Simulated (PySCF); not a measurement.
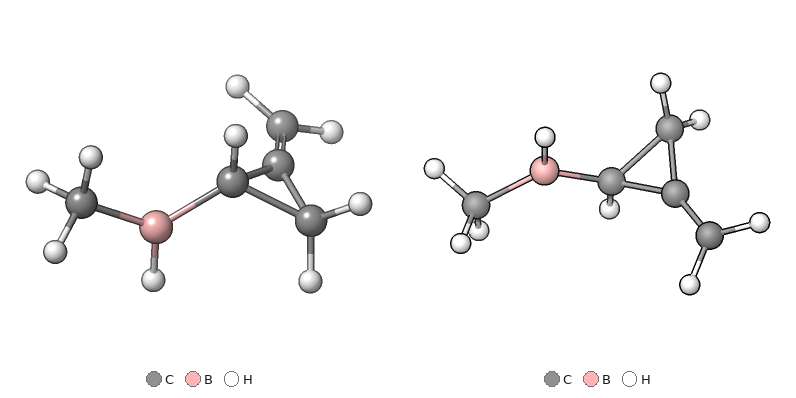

Both panels show the same species.

Computed geometry: GFN2-xTB optimisation. No frequency run is at hand to confirm it as a minimum.

Give the formula.

C5H9B, 15 atoms: 5 carbon, 9 hydrogen and 1 boron.

How many bonds of each kind are drawn?

8 C–H, 4 C–C, 2 C–B, 1 B–H.

Give the symmetry (Schoenflies symbol).

C1.

Write the SMILES.

C=C1C[C@@H]1BC

More results for the same structure follow; atom numbers are the same in all pictures, views and colours differ.

**Shape**

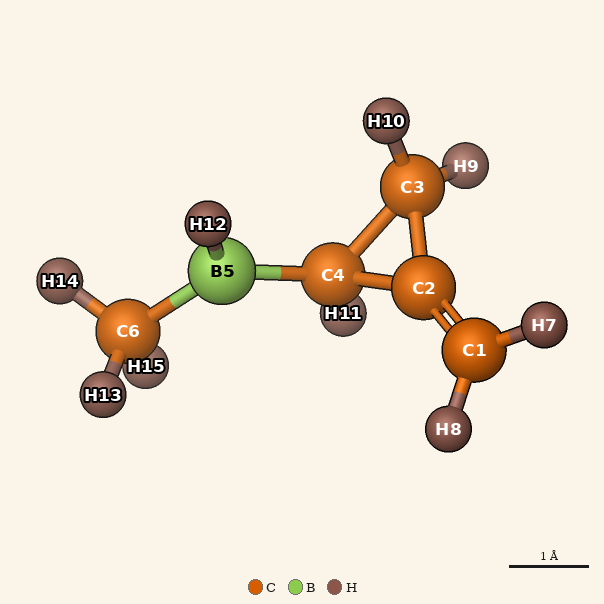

Numbered structure. No frequency run is at hand to confirm it as a minimum.

List the bonds and their lengths.

```tsv
bond	length (Å)	order
C1–C2	1.306	double
C1–H7	1.079	single
C1–H8	1.078	single
C2–C3	1.448	single
C2–C4	1.486	single
C3–C4	1.542	single
C3–H9	1.081	single
C3–H10	1.081	single
C4–B5	1.543	single
C4–H11	1.087	single
B5–C6	1.573	single
B5–H12	1.174	single
C6–H13	1.091	single
C6–H14	1.089	single
C6–H15	1.087	single
```

**Ring current**

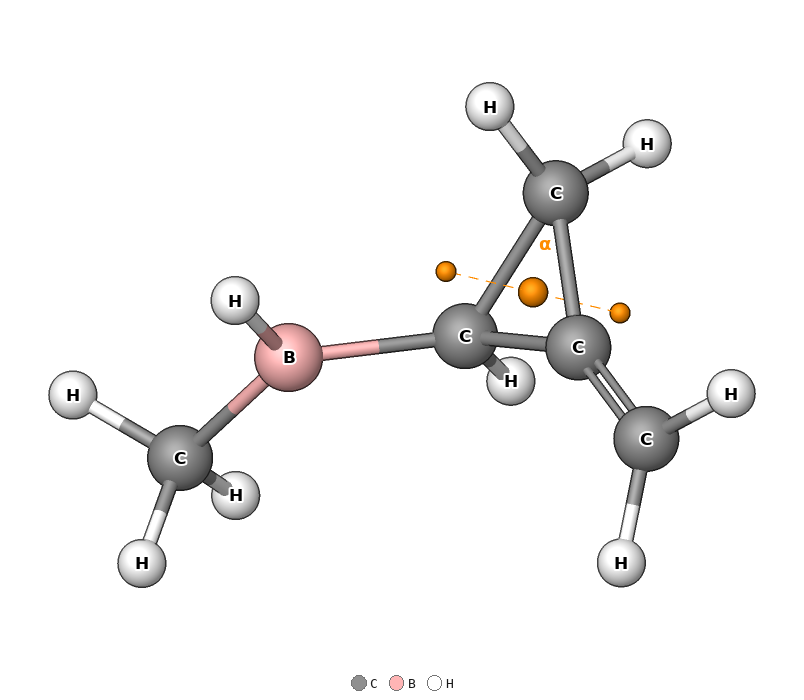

The small points mark where nucleus-independent chemical shifts (NICS) were computed: at the centre of each lettered ring and 1 Å above and below it. No frequency run is at hand to confirm it as a minimum. Level of theory: GIAO PBE0/pcSseg-1 NMR shielding, non-relativistic, gas phase (PySCF 2.14.0).

Give NICS(0), NICS(1) and the out-of-plane component NICS(1)zz for each ring (means of the two sides).

```csv
ring,members,NICS(0),NICS(1),NICS(1)zz
α,C3,−31.1,−7.0,−19.9
```

Values in ppm.

**Electronic properties**

No frequency run is at hand to confirm it as a minimum. Properties computed with PBE0/def2-SVPD, gas phase (PySCF 2.14.0). Excitations: vertical, linear response.

What is the HOMO–LUMO gap?

6.70 eV.

Estimate the mean static polarisability.

74.9 bohr³.

Give the lowest vertical singlet excitation at this level.

5.45 eV.

Give the HOMO energy (Kohn–Sham orbital) at this level.

−7.51 eV.

**NMR shielding**

The questions are on isotropic NMR shieldings of the H atoms. No frequency run is at hand to confirm it as a minimum. Method: GIAO PBE0/pcSseg-1 NMR shielding, non-relativistic, gas phase (PySCF 2.14.0).

Give the isotropic NMR shieldings of the H atoms atom by atom.

```json
{"atom": "H7", "σ (ppm)": "25.91"}
{"atom": "H8", "σ (ppm)": "26.08"}
{"atom": "H9", "σ (ppm)": "29.94"}
{"atom": "H10", "σ (ppm)": "30.06"}
{"atom": "H11", "σ (ppm)": "29.88"}
{"atom": "H12", "σ (ppm)": "24.98"}
{"atom": "H13", "σ (ppm)": "30.89"}
{"atom": "H14", "σ (ppm)": "30.58"}
{"atom": "H15", "σ (ppm)": "30.40"}
```

**Quadrupole coupling**

No frequency run is at hand to confirm it as a minimum. Electric field gradients from the ground-state density, PBE0/pcSseg-1 (PySCF 2.14.0), non-relativistic apart from any core potentials.

Give the largest field-gradient component, the quadrupole coupling constant and the asymmetry for 11B at B5 (Q = 40.59 mb), 2H at H7 (Q = 2.86 mb), 2H at H8 (Q = 2.86 mb).

| atom | V_zz (a.u.) | e²qQ/h (MHz) | η |
| --- | --- | --- | --- |
| B5 | 0.588 | 5.61 | 0.04 |
| H7 | 0.335 | 0.225 | 0.05 |
| H8 | 0.336 | 0.226 | 0.05 |

The geometry is semi-empirical. Around B such bond lengths and angles can be off by a tenth of an ångström or more and by several degrees, and values that hang on the shape move with them.
